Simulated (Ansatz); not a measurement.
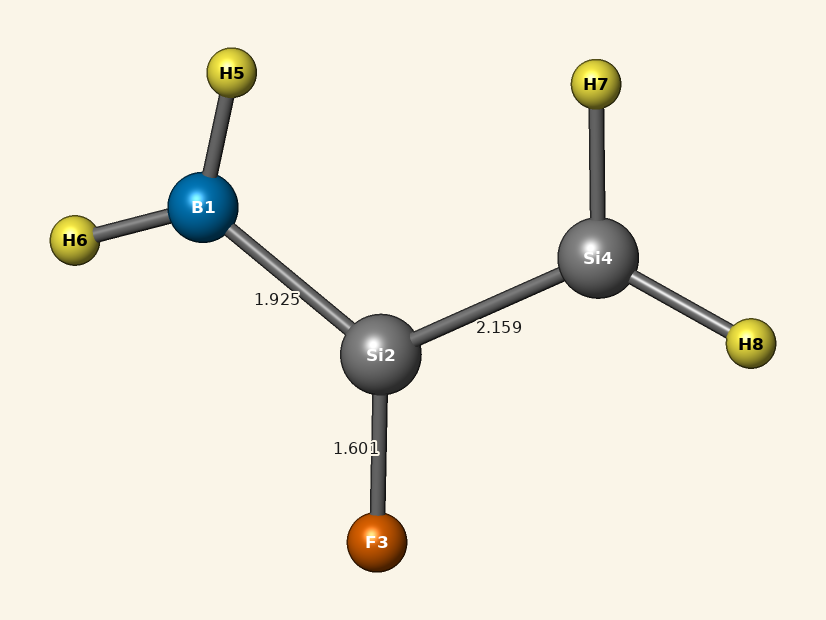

Bond lengths are marked in Å; every bond is drawn as one stick. The geometry was computed by an optimisation with PBE0-D4/def2-TZVP. No frequency run is at hand to confirm it as a minimum.

Assign a bond order to each marked bond.

B1–Si2 single; Si2–F3 single; Si2–Si4 double.

Give the structure as SMILES.

B[Si](F)=[SiH2]
